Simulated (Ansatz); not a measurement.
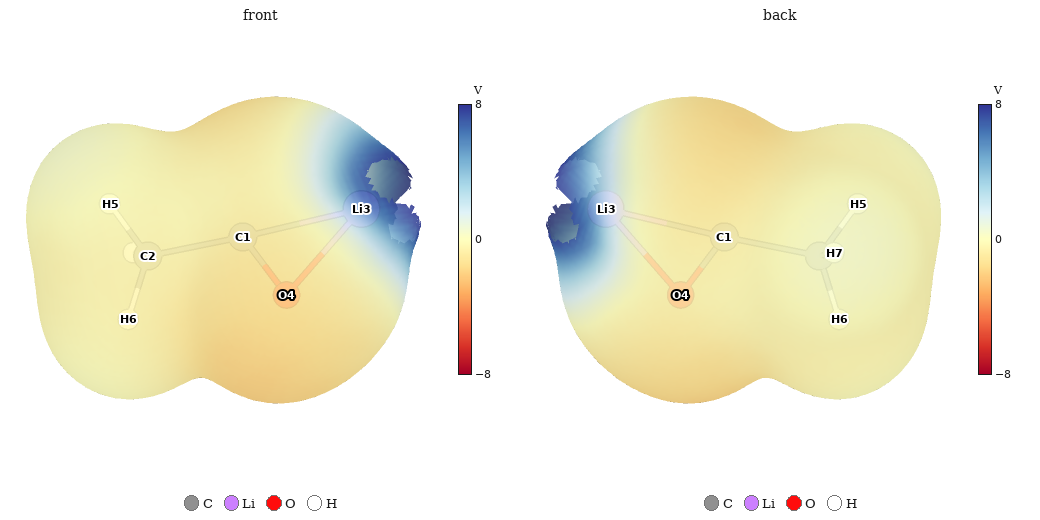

*C2H3LiO. The molecular electrostatic potential painted on the density surface at 0.002 e/bohr³, seen from the front and from behind; red is negative and blue positive.*

Geometry: r2SCAN-D4/def2-TZVP.

Theory: Ansatz, isolated molecule in a Gaussian basis; Kohn-Sham density functional theory, functional PBE0.

```
atom    x (Å)    y (Å)    z (Å)
   C  -1.0237  -1.7867  -0.8570
   C  -0.0403  -2.1400  -1.9354
  Li  -2.2758  -1.4120   0.5007
   O  -1.0967  -0.5652  -0.5456
   H   0.6619  -2.8828  -1.5416
   H   0.5027  -1.2688  -2.3209
   H  -0.5755  -2.6445  -2.7471
```

Where is the surface potential most negative and most positive?

The most negative region (about −2.0 V, or −46 kcal/mol for a unit charge) lies over O4, the most positive (about +7.5 V, or +173 kcal/mol for a unit charge) over Li3. O4 is the likeliest acceptor of a hydrogen bond.
